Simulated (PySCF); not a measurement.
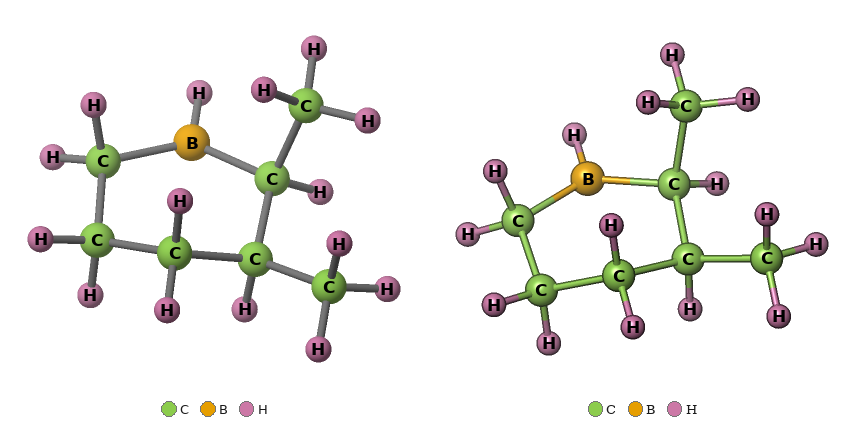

Both panels show the same species.

The geometry was computed by an optimisation with PBE0-D3(BJ)/def2-SVP. No frequency run is at hand to confirm it as a minimum.

> What is the molecular formula?

C7H15B, 23 atoms: 7 carbon, 15 hydrogen and 1 boron.

> Describe its rings.

Independent rings (smallest set): 1 of 6 members.

> What is its SMILES?

C[C@@H]1BCCC[C@@H]1C

> Name some functional groups or characteristic bonds that it holds.

Among them: B–H bond.

> How many bonds of each kind are drawn?

14 C–H, 6 C–C, 2 C–B, 1 B–H.

The parts below concern this one geometry. Atoms keep their numbers from picture to picture.

Symmetry

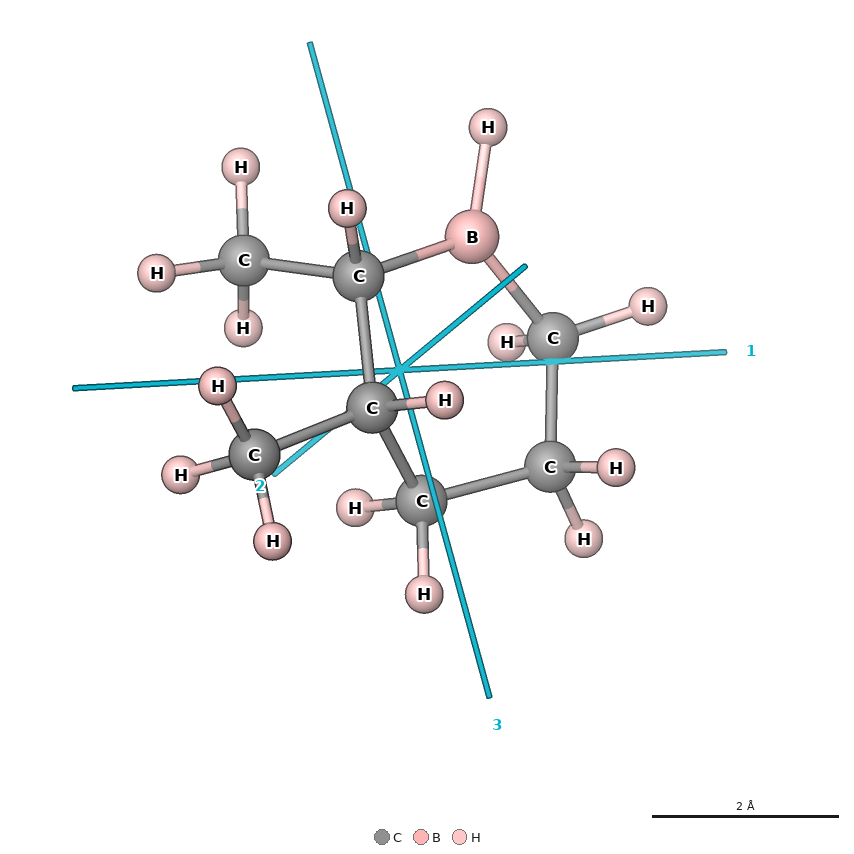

The three principal axes of inertia are drawn and numbered. Depth is shown by fading: the farther an atom, the more it takes the colour of the background. No frequency run is at hand to confirm it as a minimum. Masses are those of the most abundant isotopes; constants are for the rigid equilibrium geometry.

> Which line is the a axis (least moment of inertia), which b and which c?

a is line 1, b is line 3, c is line 2; the moments are 189, 266, 386 u Å².

> What kind of rotor is it, and what are its rotational constants in cm⁻¹?

An asymmetric top (C1): A = 0.0893, B = 0.0633, C = 0.0437 cm⁻¹. Ray's parameter κ is −0.14, midway between the limits.

Electronic properties

No frequency run is at hand to confirm it as a minimum. Method: ωB97X-D/def2-SVPD, gas phase (PySCF 2.14.0). Excitations: vertical, linear response.

> What is the LUMO energy (Kohn–Sham orbital)?

1.17 eV.

> What is the dipole moment?

0.39 D.

> Estimate the HOMO energy (Kohn–Sham orbital).

−9.58 eV.

> What is the brightest of the 10 lowest singlets?

7.96 eV.

NMR shielding

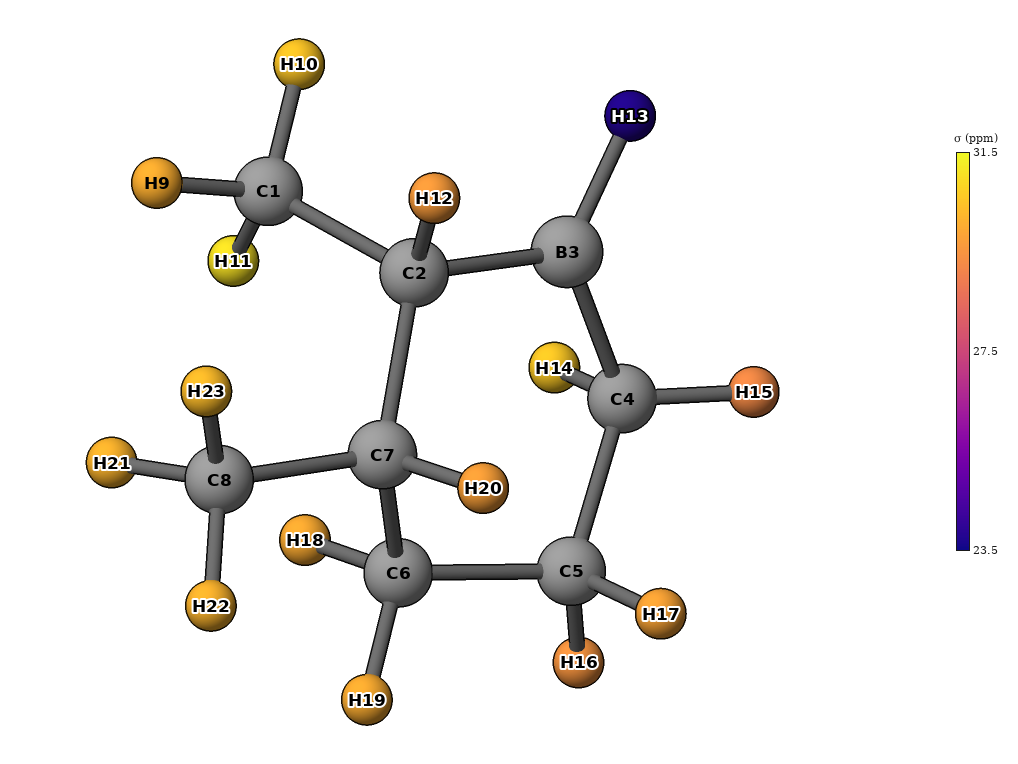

Atoms are coloured by their isotropic NMR shieldings (H only, the others grey). No frequency run is at hand to confirm it as a minimum. Properties computed with GIAO PBE0/pcSseg-1 NMR shielding, non-relativistic, gas phase (PySCF 2.14.0).

List the isotropic NMR shieldings of the H atoms.

```csv
atom,σ (ppm)
H9,30.07
H10,30.55
H11,31.06
H12,29.66
H13,23.79
H14,30.62
H15,29.27
H16,29.50
H17,29.86
H18,30.01
H19,30.05
H20,29.78
H21,30.22
H22,30.21
H23,30.37
```

Ring current

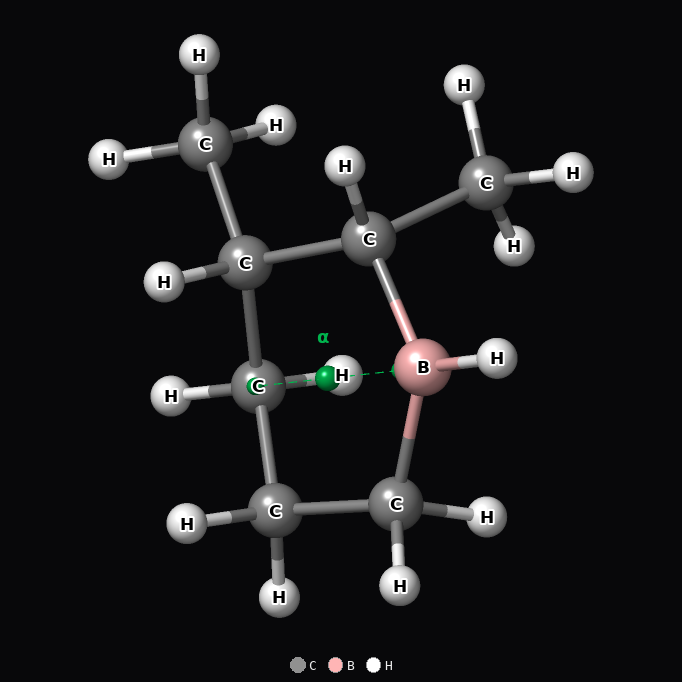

The small points mark where nucleus-independent chemical shifts (NICS) were computed: at the centre of each lettered ring and 1 Å above and below it. No frequency run is at hand to confirm it as a minimum. Method: GIAO ωB97X-D/pcSseg-1 NMR shielding, non-relativistic, gas phase (PySCF 2.14.0).

Give NICS(0), NICS(1) and the out-of-plane component NICS(1)zz for each ring (means of the two sides).

```json
{"ring": "α", "members": "C5B", "NICS(0)": "1.4", "NICS(1)": "−1.2", "NICS(1)zz": "3.1"}
```

Values in ppm.

> What do the values say about the ring currents?

Ring α: weak, as in a non-aromatic ring. NICS is one index among several.

Core levels

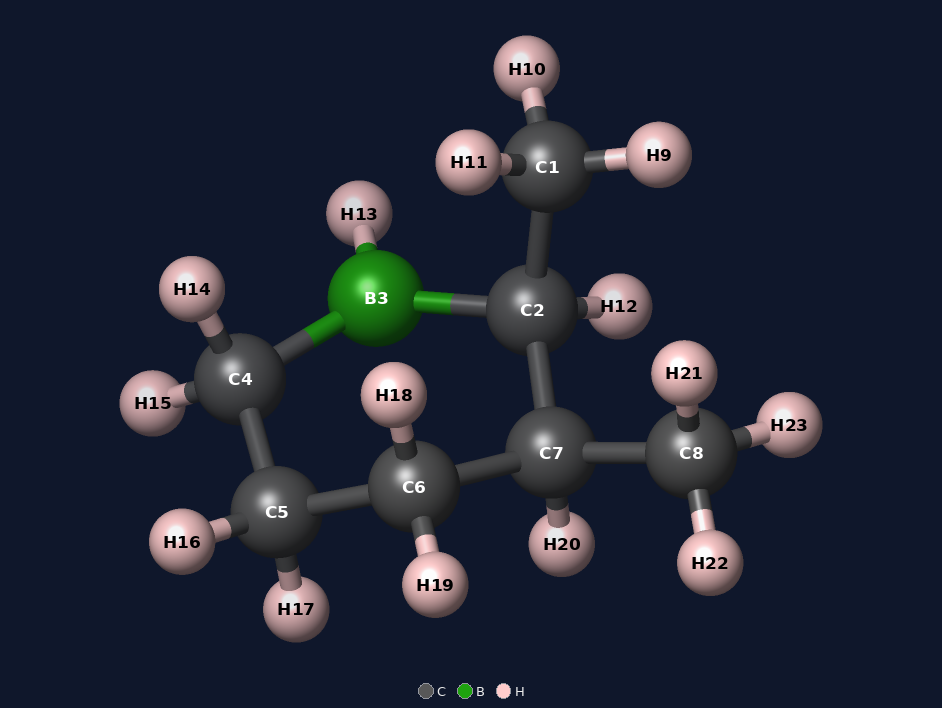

No frequency run is at hand to confirm it as a minimum. Level of theory: delta-SCF UKS SCAN, pcX-2 on the ionised atom, pcseg-1 elsewhere, spin-free X2C (PySCF 2.14.0).

Give the core-electron binding energies (to vacuum) of C1 1s, C2 1s, B3 1s, C4 1s, C5 1s, C6 1s, C7 1s, C8 1s.

```tsv
atom	level	binding energy (eV)
C1	1s	290.4
C2	1s	289.7
B3	1s	195.3
C4	1s	289.9
C5	1s	290.3
C6	1s	290.1
C7	1s	290.2
C8	1s	290.2
```
